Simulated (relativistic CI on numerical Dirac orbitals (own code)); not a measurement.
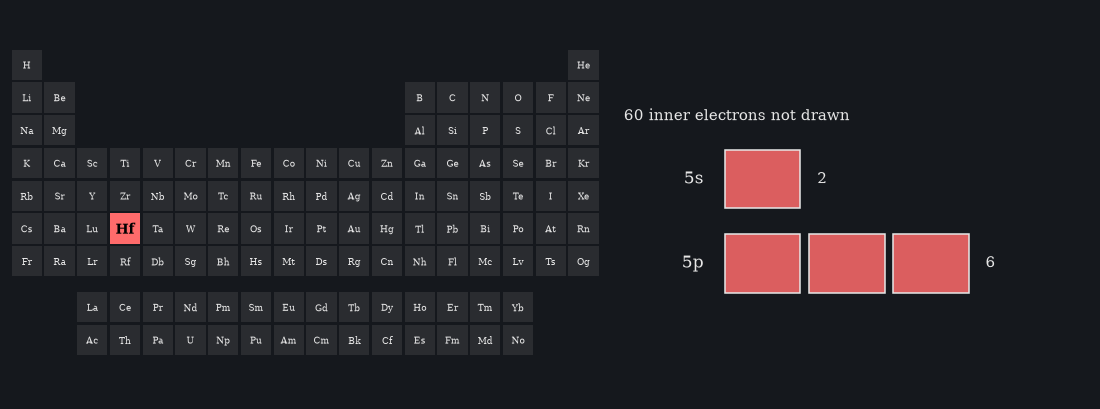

Figure 1. Left, the place of hafnium in the periodic table; right, the outer shells of the leading configuration of the lowest level: a box for each of the 2l + 1 orbitals, shaded by the share of the shell that is filled, with the electron count at the right.

**Relativistic CI calculation for Hf⁴⁺**

System: Hf⁴⁺.
Method: Dirac-Coulomb-Breit CI, KLI orbitals optimised for each configuration, model QED (radiative potential, 1s self-energy scaled to tabulated hydrogen-like ionisation energies), valence Slater integrals scaled by 0.85, self-excluded LDA correlation energy added to each configuration (relativistic CI on numerical Dirac orbitals, in-house).

## Input file
```
atom Hf  Z=72  charge=4  electrons=68
nucleus A=180  rms_radius_fm=5.3470
hamiltonian dirac-coulomb  breit=on  qed=on  c_scale=1
orbitals kli  potential=per-configuration
slater_scale 0.85
correlation lda-sx
mixing on
configurations
  [Xe] 4f14
  [Xe] 4f13 5d
  [Kr] 4d10 4f14 5s2 5p5 5d
  [Xe] 4f13 6s
  [Xe] 4f13 6p
  [Kr] 4d10 4f14 5s2 5p5 5f
  [Kr] 4d10 4f14 5s2 5p5 5g
  [Kr] 4d10 4f14 5s2 5p5 6s
  [Xe] 4f13 6d
  [Kr] 4d10 4f14 5s 5p6 5d
  [Xe] 4f13 7s
  [Xe] 4f13 5f
  [Xe] 4f13 7p
end
```

Hardware: 1 thread of Arm Neoverse N1, 98 GiB of memory available, shared host.

Launched within a batch (the task file carries these settings):
```bash
python <driver script> task.json out
```

The program writes its results to a structured record and prints no log; tables and figures of this report are taken from that record.

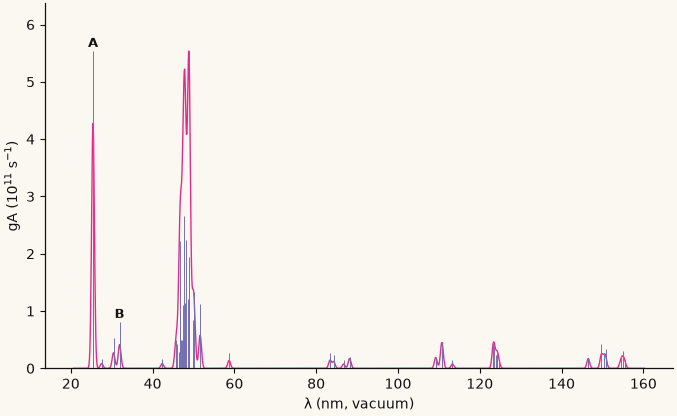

Figure 2. The stronger electric dipole lines (weighted rates gA) for Hf⁴⁺. The envelope is a Gaussian of full width 0.8 nm, scaled to the tallest stick. A: 4f¹⁴ 5s² 5p⁵ 5d ¹P°₁ → 4f¹⁴ 5s² 5p⁶ ¹S₀, 25.43 nm, gA = 5.5×10¹¹ s⁻¹; B: 4f¹⁴ 5s² 5p⁵ 5d ³D°₁ → 4f¹⁴ 5s² 5p⁶ ¹S₀, 31.93 nm, gA = 8.1×10¹⁰ s⁻¹. The strongest, A, lies in the extreme ultraviolet region.

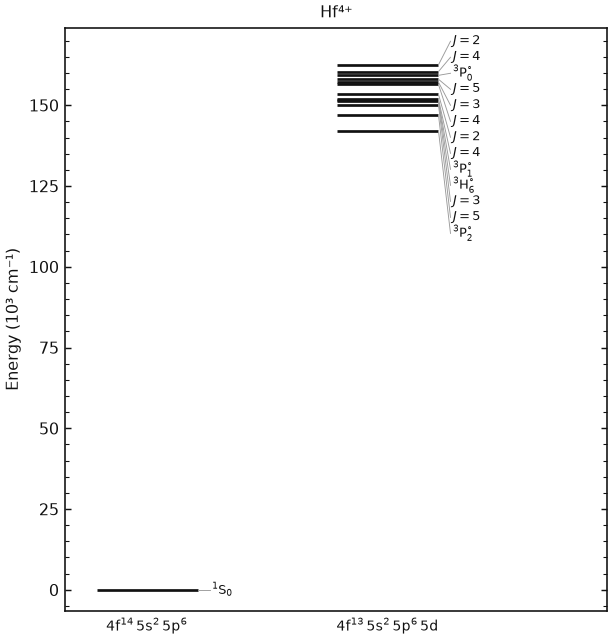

Figure 3. Level diagram of Hf⁴⁺. The lowest level is 4f¹⁴ 5s² 5p⁶ ¹S₀. The first excited level, 4f¹³ 5s² 5p⁶ 5d ³P°₂, lies at 142,000 cm⁻¹. It is also the lowest level of opposite parity. The levels are close to jj coupling (mean leading weight 68 % in LS and 91 % in jj).

| Configuration | Level | E (cm⁻¹) | Landé g | Lifetime (s; – stable or not computed) |
| --- | --- | --- | --- | --- |
| 4f¹⁴ 5s² 5p⁶ | ¹S₀ | 0 | – | – |
| 4f¹³ 5s² 5p⁶ 5d | ³P°₂ | 142,100 | 1.455 | 4.5×10⁰ |
| 4f¹³ 5s² 5p⁶ 5d | [(4f₇/₂)⁷ 5d₃/₂] J = 5 | 147,000 | 1.024 | – |
| 4f¹³ 5s² 5p⁶ 5d | [(4f₇/₂)⁷ 5d₃/₂] J = 3 | 150,100 | 1.211 | 1.2×10⁰ |
| 4f¹³ 5s² 5p⁶ 5d | ³H°₆ | 151,300 | 1.166 | 1.0×10⁰ |
| 4f¹³ 5s² 5p⁶ 5d | ³P°₁ | 151,500 | 1.344 | 1.3×10⁻⁸ |
| 4f¹³ 5s² 5p⁶ 5d | [(4f₇/₂)⁷ 5d₃/₂] J = 4 | 151,800 | 1.095 | 2.2×10⁰ |
| 4f¹³ 5s² 5p⁶ 5d | [(4f₇/₂)⁷ 5d₅/₂] J = 2 | 153,400 | 1.039 | 3.5×10⁻¹ |
| 4f¹³ 5s² 5p⁶ 5d | [(4f₇/₂)⁷ 5d₅/₂] J = 4 | 156,400 | 1.086 | 1.7×10⁻¹ |
| 4f¹³ 5s² 5p⁶ 5d | [(4f₇/₂)⁷ 5d₅/₂] J = 3 | 157,100 | 1.112 | 2.2×10⁻¹ |
| 4f¹³ 5s² 5p⁶ 5d | [(4f₇/₂)⁷ 5d₅/₂] J = 5 | 158,000 | 1.162 | 3.0×10⁻¹ |
| 4f¹³ 5s² 5p⁶ 5d | ³P°₀ | 159,200 | – | 4.9×10⁻² |
| 4f¹³ 5s² 5p⁶ 5d | [(4f₅/₂)⁵ 5d₃/₂] J = 4 | 160,400 | 0.874 | 3.9×10⁻² |
| 4f¹³ 5s² 5p⁶ 5d | [(4f₅/₂)⁵ 5d₃/₂] J = 2 | 162,500 | 0.901 | 2.9×10⁻² |

## Key numbers

```
           quantity                               value
            outcome                           converged
       lowest level                    4f¹⁴ 5s² 5p⁶ ¹S₀
first excited level  4f¹³ 5s² 5p⁶ 5d ³P°₂, 142,112 cm⁻¹
  ionisation energy                           66.727 eV
    levels computed                                 143
     SCF iterations                                 135
          wall time                               2.3 s
```

## Notes

Caveats: configurations can be misplaced by up to about 7 % of their energy; low levels that differ in the count of f electrons can be misplaced by several ten thousand cm⁻¹; only a limited list of configurations is included, so lower levels can be missing; only lines among the lowest 135 of 143 levels are drawn, so those from 4f¹⁴ 5s² 5p⁵ 5g are incomplete.
